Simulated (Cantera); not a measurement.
Input: 1 mol SiCl4, 3.9 mol NH3, held at 0.00860 bar.

These are equilibrium values from Cantera (NASA tables, ideal gas, pure condensed phases), not measurements of a reactor. Candidate condensed phases: NH4Cl, Si, Si3N4; 28 gas species. The tables' values for SiCl3, SiCl are old estimates; treat these amounts as uncertain. Rates play no part.

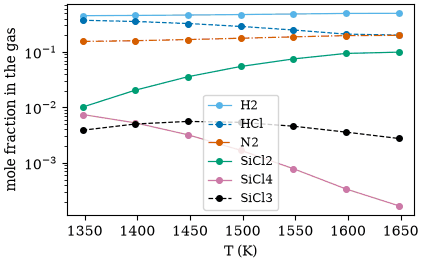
Equilibrium gas composition (values under 1e-9 drawn at 1e-9)

Read off the mole fractions at 1498 K.

H2 about 0.47, HCl about 0.29, N2 about 0.18, SiCl2 about 0.055, SiCl3 about 0.0054, SiCl4 about 0.0017.
